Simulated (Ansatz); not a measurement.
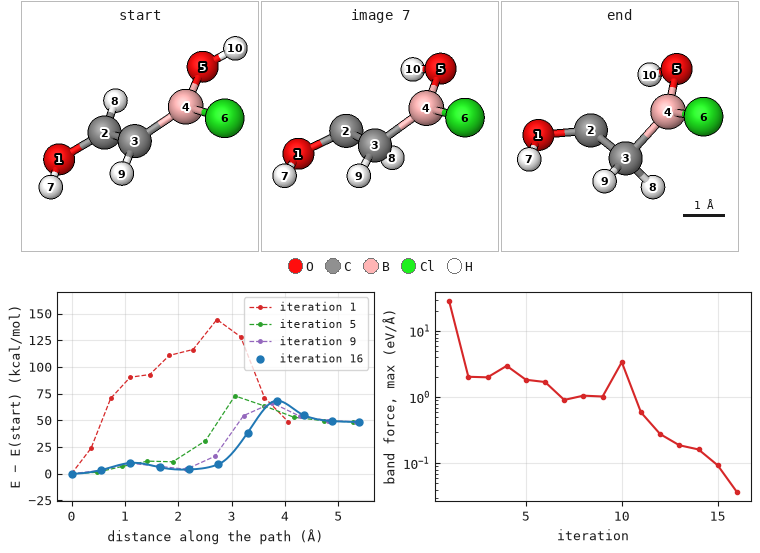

NEB run on C2H4BClO2. Images are numbered from 0 (start) to 10 (end). The plot follows the band through its iterations. A ball-and-stick model, seen from a free direction.

Theory: Ansatz, RKS PBE-D4/def2-SVP. Set-up: 9 movable images; climbing image; force threshold 0.05 eV/Å; iteration limit 57; starting path through a guess of the saddle point.

Q: How did the profile develop, and is the result final?

A: The run is converged, with reservations. The band converged in 16 iterations. The largest component of the band force went from 28 to 0.037 eV/Å. The climbing image converged on the top of the path. Its vibrational analysis gives one imaginary mode (1306i cm⁻¹), as a transition state must have. The first iteration put the highest image at 144.5 kcal/mol. Forward barrier 68.4 kcal/mol, backward barrier 19.9 kcal/mol, with image 7 at the top; the reaction energy is +48.6 kcal/mol. The profile has 2 maxima (images 2, 7) with a dip at image 4 (+4.0 kcal/mol), so the process runs in steps.

The run took 4.6 min on 2 threads of AMD EPYC 7R43 64-Core Processor (Zen 3), with other jobs on the host, peak memory 0.16 GiB.
